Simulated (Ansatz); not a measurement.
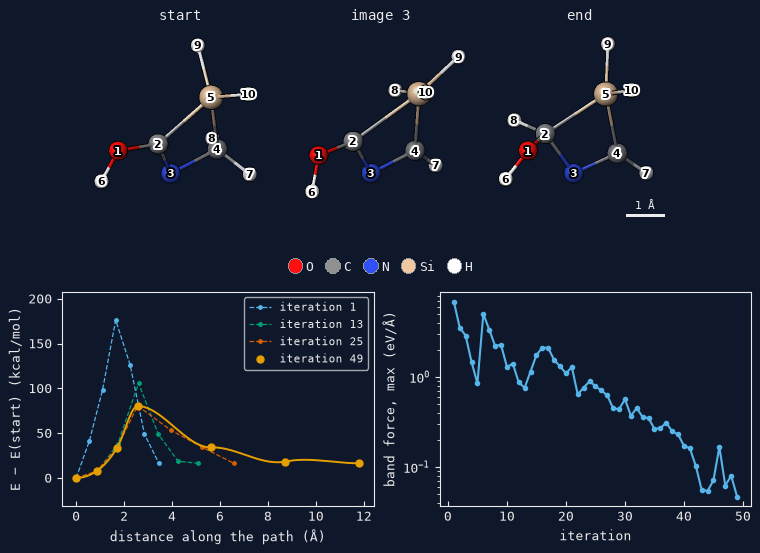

NEB run on C₂H₅NOSi. Images are numbered from 0 (start) to 6 (end). The plot follows the band through its iterations. Style: ball-and-stick. Shown from a free direction.

These are results of RKS B3LYP-D4/6-31G* (Ansatz), not measurements. Settings: 5 movable images; climbing image; force threshold 0.05 eV/Å; iteration limit 60; starting path through a guess of the saddle point.

Q: How did the profile develop, and is the result final?

A: The result is final at these settings. The band converged in 49 iterations. The largest component of the band force went from 6.9 to 0.047 eV/Å. The climbing image converged on the top of the path. Its vibrational analysis gives one imaginary mode (1021i cm⁻¹), as a transition state must have. The first iteration put the highest image at 176.1 kcal/mol. The highest point, image 3, lies 80.3 kcal/mol above the start and 63.9 kcal/mol above the end; the end is at +16.3 kcal/mol relative to the start.
